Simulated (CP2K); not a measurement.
# C2H3F2N (SMILES F/C=N\CF) at 3 levels

We compute a comparison of 3 runs (MNDO, RM1, IPEA1-xTB) of C2H3F2N. 

Program for the calculation: CP2K 2026.2.

1 further run of the same task is left out (set aside as unsound or not needed).

## (1) The molecule

The species is C2H3F2N (8 atoms), meant as a singlet with charge 0. As SMILES, `F/C=N\CF`. Geometry: relaxed at PBE0-D4/def2-TZVP. This is one conformer, not always the lowest.

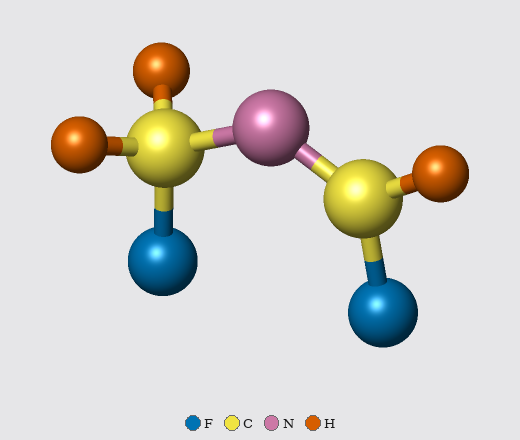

The structure, seen from a chosen angle (fluorine blue, carbon yellow, nitrogen pink, hydrogen orange).

## (2) The energy at MNDO (run 1)

qs.inp

```
&FORCE_EVAL
    METHOD QS
    &DFT
        ! Quickstep
        &QS
            METHOD MNDO
            EPS_DEFAULT 1.0E-10
            &SE
                &COULOMB
                    CUTOFF [angstrom] 50
                    RC_RANGE [angstrom] 0
                &END COULOMB
                &EXCHANGE
                    CUTOFF [angstrom] 50
                    RC_RANGE [angstrom] 0
                &END EXCHANGE
            &END SE
        &END QS
        ! cluster boundary conditions
        &POISSON
            PERIODIC NONE
            POISSON_SOLVER ANALYTIC
        &END POISSON
        ! SCF settings
        &SCF
            SCF_GUESS ATOMIC
            EPS_SCF 1.0E-07
            MAX_SCF 100
            ADDED_MOS 8
            LEVEL_SHIFT 1
            &DIAGONALIZATION
                ALGORITHM STANDARD
            &END DIAGONALIZATION
            &MIXING
                METHOD DIRECT_P_MIXING
                ALPHA 0.4
            &END MIXING
        &END SCF
        &PRINT
            &MOMENTS
                PERIODIC F
                REFERENCE COM
                MAX_MOMENT 1
            &END MOMENTS
            &MO ON
                ENERGIES T
                OCCUPATION_NUMBERS T
                NDIGITS 6
                &EACH
                    QS_SCF 0
                &END EACH
                ADD_LAST NUMERIC
            &END MO
            &HIRSHFELD OFF
            &END HIRSHFELD
        &END PRINT
    &END DFT
    ! structure
    &SUBSYS
        ! vacuum box
        &CELL
            ABC 10.9 11.3 11.4
            PERIODIC NONE
        &END CELL
        &COORD
            F     -1.098000     1.596800    -0.144400
            C     -0.739500     0.729600     0.805700
            N      0.001900    -0.254300     0.669300
            C      0.648200    -0.708100    -0.497600
            F      0.433400     0.032200    -1.641000
            H     -1.190600     0.993000     1.758900
            H      0.310400    -1.729700    -0.698300
            H      1.726200    -0.716500    -0.308200
        &END COORD
        &TOPOLOGY
            &CENTER_COORDINATES
            &END CENTER_COORDINATES
        &END TOPOLOGY
    &END SUBSYS
&END FORCE_EVAL

&GLOBAL
    PROJECT qs
    RUN_TYPE ENERGY
    PRINT_LEVEL MEDIUM
&END GLOBAL
```

Started as:

```
$ OMP_NUM_THREADS=1 cp2k.psmp -i qs.inp > qs.out 2>&1
```

Standard output:

```text
CP2K| version string:                                       CP2K version 2026.2
[...]
 GLOBAL| Method name                                                        CP2K
[...]
 GLOBAL| Run type                                                         ENERGY
[...]
                             - Atoms:                                          8
[...]
                             - Spherical basis functions:                     23
[...]
 Number of electrons:                                                         30
[...]
     1 P_Mix/Diag. 0.40E+00    0.0     0.75958642       -46.9674616198 -4.70E+01
[...]
    41 DIIS/Diag.  0.12E-06    0.0     0.00000008       -53.8101685235 -2.63E-13
  *** SCF run converged in    41 steps ***
  Core-core repulsion energy [eV]:                           2352.09174011748064
  Core Hamiltonian energy [eV]:                             -2429.11310551358565
  Two-electron integral energy [eV]:                        -2774.45557136341904
  Electronic energy [eV]:                                   -3816.34089119529472
  Total energy [eV]:                                        -1464.24915107781453
  Atomic reference energy [eV]:                              1460.79129363207039
  Heat of formation [kcal/mol]:                               -79.74009334126345
[...]
 SE_DIPOLE| Moment [Debye]         -0.01878428       0.72056739      -1.80443606
 SE_DIPOLE| Derivative [a.u.]       0.00000000       0.00000000       0.00000000
 ENERGY| Total FORCE_EVAL ( QS ) energy [hartree]            -53.810168523458579
[...]
```

It took 0.3 s on 1 thread of Arm Neoverse V1, shared host.

## (3) Energy and gradient at RM1 (run 2)

qs.inp

```
&global
   project qs
   run_type ENERGY_FORCE
   print_level LOW
&end

&force_eval
   method QS
   &dft
      charge 0
      multiplicity 1
      &qs
         method RM1
         eps_default 1.0E-10
         &se
            &coulomb
               cutoff [angstrom] 50
               rc_range [angstrom] 0
            &end
            &exchange
               cutoff [angstrom] 50
               rc_range [angstrom] 0
            &end
         &end
      &end
      &poisson
         periodic NONE
         poisson_solver ANALYTIC
      &end
      &scf
         scf_guess ATOMIC
         eps_scf 1.0E-06
         max_scf 100
         added_mos 8
         &diagonalization
            algorithm STANDARD
         &end
         &mixing
            method DIRECT_P_MIXING
            alpha 0.4
         &end
      &end
      &print
         &moments
            periodic F
            reference COM
            max_moment 1
         &end
         &mo ON
            energies T
            occupation_numbers T
            ndigits 6
            &each
               qs_scf 0
            &end
            add_last NUMERIC
         &end
         &hirshfeld OFF
         &end
      &end
   &end
   &subsys
      &cell
         abc [angstrom] 18.9 19.3 19.4
         periodic NONE
      &end
      &coord
         F     -1.098000     1.596800    -0.144400
         C     -0.739500     0.729600     0.805700
         N      0.001900    -0.254300     0.669300
         C      0.648200    -0.708100    -0.497600
         F      0.433400     0.032200    -1.641000
         H     -1.190600     0.993000     1.758900
         H      0.310400    -1.729700    -0.698300
         H      1.726200    -0.716500    -0.308200
      &end
      &topology
         &center_coordinates
         &end
      &end
   &end
   &print
      &forces ON
      &end
   &end
&end
```

Started as:

```
$ OMP_NUM_THREADS=1 cp2k.psmp qs.inp > qs.out
```

Standard output:

```text
CP2K| version string:                                       CP2K version 2026.2
[...]
 GLOBAL| Method name                                                        CP2K
[...]
 GLOBAL| Run type                                                   ENERGY_FORCE
[...]
                             - Atoms:                                          8
[...]
                             - Spherical basis functions:                     23
[...]
 Number of electrons:                                                         30
[...]
     1 P_Mix/Diag. 0.40E+00    0.0     0.75837672       -47.7473936557 -4.77E+01
[...]
    16 DIIS/Diag.  0.37E-06    0.0     0.00000093       -54.2796055331 -2.43E-10
  *** SCF run converged in    16 steps ***
  Core-core repulsion energy [eV]:                           2361.78515522000453
  Core Hamiltonian energy [eV]:                             -2459.03464195569586
  Two-electron integral energy [eV]:                        -2759.54739001662028
  Electronic energy [eV]:                                   -3838.80833696400578
  Total energy [eV]:                                        -1477.02318174400148
  Atomic reference energy [eV]:                              1474.03325699707034
  Heat of formation [kcal/mol]:                               -68.94930810322360
[...]
 SE_DIPOLE| Moment [Debye]         -0.12456380       0.71773039      -1.41305963
 SE_DIPOLE| Derivative [a.u.]       0.00000000       0.00000000       0.00000000
 ENERGY| Total FORCE_EVAL ( QS ) energy [hartree]            -54.279605533116133
 FORCES| Atomic forces [hartree/bohr]
 FORCES|   Atom     x               y               z               |f|
 FORCES|      1  1.92567844E-03 -1.72598837E-03 -2.50539439E-03   3.60059362E-03
 FORCES|      2 -4.14070010E-02  5.79207092E-02 -9.54860949E-05   7.11994200E-02
 FORCES|      3  2.17646998E-02 -3.98671735E-02  2.45158577E-02   5.16151234E-02
 FORCES|      4  8.29391392E-03  9.59015191E-03 -5.50765525E-02   5.65171359E-02
 FORCES|      5  1.61595804E-03 -1.01847441E-02  2.06083898E-02   2.30444367E-02
 FORCES|      6 -3.09159483E-03 -1.54945786E-04  1.16137495E-02   1.20191990E-02
 FORCES|      7 -3.65499085E-03 -1.43030839E-02 -2.03722257E-03   1.49025985E-02
 FORCES|      8  1.45533365E-02 -1.27492548E-03  2.97665850E-03   1.49092432E-02
 FORCES| Sum    -6.55725474E-16  1.38777878E-15  1.11022302E-15
 FORCES| Total atomic force                                       1.89433392E-15
[...]
```

Wall time 0.26 s (1 thread of Arm Neoverse V1, shared host).

## (4) Energy and forces at IPEA1-xTB (run 3)

molecule.inp

```
&GLOBAL
  PROJECT molecule
  RUN_TYPE ENERGY_FORCE
  PRINT_LEVEL MEDIUM
&END
&FORCE_EVAL
  METHOD Quickstep
  &DFT
    # Quickstep
    &QS
      METHOD XTB
      EPS_DEFAULT 1.0E-10
      &XTB
        GFN_TYPE TBLITE
        &TBLITE
          METHOD IPEA1
        &END
        CHECK_ATOMIC_CHARGES F
      &END
    &END
    # no periodic images
    &POISSON
      PERIODIC NONE
      POISSON_SOLVER ANALYTIC
    &END
    &SCF
      SCF_GUESS ATOMIC
      EPS_SCF 1.0E-07
      MAX_SCF 150
      ADDED_MOS 2
      &DIAGONALIZATION
        ALGORITHM STANDARD
      &END
      &MIXING
        METHOD DIRECT_P_MIXING
        ALPHA 0.4
      &END
      &SMEAR ON
        METHOD FERMI_DIRAC
        ELECTRONIC_TEMPERATURE [K] 300
      &END
    &END
    &PRINT
      &MOMENTS
        PERIODIC F
        REFERENCE COM
        MAX_MOMENT 1
      &END
      &MO ON
        ENERGIES T
        OCCUPATION_NUMBERS T
        NDIGITS 6
        &EACH
          QS_SCF 0
        &END
        ADD_LAST NUMERIC
      &END
      &HIRSHFELD OFF
      &END
    &END
  &END
  # structure
  &SUBSYS
    &CELL
      ABC 14.9 15.3 15.4
      PERIODIC NONE
    &END
    &COORD
      F     -1.098000     1.596800    -0.144400
      C     -0.739500     0.729600     0.805700
      N      0.001900    -0.254300     0.669300
      C      0.648200    -0.708100    -0.497600
      F      0.433400     0.032200    -1.641000
      H     -1.190600     0.993000     1.758900
      H      0.310400    -1.729700    -0.698300
      H      1.726200    -0.716500    -0.308200
    &END
    &TOPOLOGY
      &CENTER_COORDINATES
      &END
    &END
  &END
  &PRINT
    &FORCES ON
    &END
  &END
&END
```

Started as:

```
$ OMP_NUM_THREADS=1 cp2k.psmp molecule.inp > molecule.out
```

Standard output:

```text
CP2K| version string:                                       CP2K version 2026.2
[...]
 GLOBAL| Method name                                                        CP2K
[...]
 GLOBAL| Run type                                                   ENERGY_FORCE
[...]
                             - Atoms:                                          8
[...]
                             - Spherical basis functions:                     31
[...]
 Number of electrons:                                                         30
[...]
  *** SCF run converged in    20 steps ***
[...]
  Fermi energy:                                                -0.26957355433980
[...]
 TB_DIPOLE| Moment [Debye]          0.32155503      -1.17148831       1.87603205
 TB_DIPOLE| Derivative [a.u.]       0.00000000       0.00000000       0.00000000
[...]
 ENERGY| Total FORCE_EVAL ( QS ) energy [hartree]            -21.124231046776490
 FORCES| Atomic forces [hartree/bohr]
 FORCES|   Atom     x               y               z               |f|
 FORCES|      1  3.91056939E-03 -4.70695545E-03 -1.96964824E-03   6.42864657E-03
 FORCES|      2 -9.48786179E-03  9.61703602E-03  9.46061935E-03   1.64927324E-02
 FORCES|      3 -5.54180558E-04  1.21293771E-03 -1.10759459E-03   1.73352236E-03
 FORCES|      4  7.03789844E-03 -8.79746464E-03 -2.78822660E-03   1.16061021E-02
 FORCES|      5 -3.41397623E-03  1.75173524E-03  7.86707631E-03   8.75298233E-03
 FORCES|      6  2.30047487E-03 -1.06210522E-03 -5.59962213E-03   6.14621999E-03
 FORCES|      7  1.26940238E-03  1.82709621E-03 -2.60913340E-03   3.42888321E-03
 FORCES|      8 -1.06232649E-03  1.57720136E-04 -3.25347068E-03   3.42614721E-03
 FORCES| Sum    -2.72785267E-16  1.13353337E-16  1.04517089E-16
 FORCES| Total atomic force                                       3.13344224E-16
[...]
```

Wall time 0.28 s (1 thread of Arm Neoverse V1, shared host).

## (5) Overview of the runs

```csv
run,level,task,SCF convergence threshold,energy (Eh),dipole moment (D),HOMO energy (eV),LUMO energy (eV),wall time
1,MNDO,energy,1e-07,-53.810169,1.94,-11.94,0.35,0.3 s
2,RM1,gradient,1e-06,-54.279606,1.59,-11.46,0.72,0.26 s
3,IPEA1-xTB,gradient,1e-07,-21.124231,2.24,-13.06,-6.43,0.28 s
```

## (6) Summary of results

| quantity | value |
| --- | --- |
| run 3: total energy | -21.12423 Eh |
| run 3: dipole moment (from atomic charges alone) | 2.24 D |
| run 3: HOMO energy | -13.06 eV |
| run 3: LUMO energy | -6.43 eV |
| run 3: HOMO–LUMO gap | 6.63 eV |
| run 3: largest force on an atom | 0.848 eV/Å |

In words: The dipole moment (its size) runs from 1.59 D (RM1) to 2.24 D (IPEA1-xTB). Some of these are taken from atomic charges alone. The HOMO–LUMO gap runs from 6.63 eV (IPEA1-xTB) to 12.29 eV (MNDO). Force-field and semi-empirical energies have zeros of their own, so their totals don't compare. All runs together took 0.84 s, the longest 0.3 s.
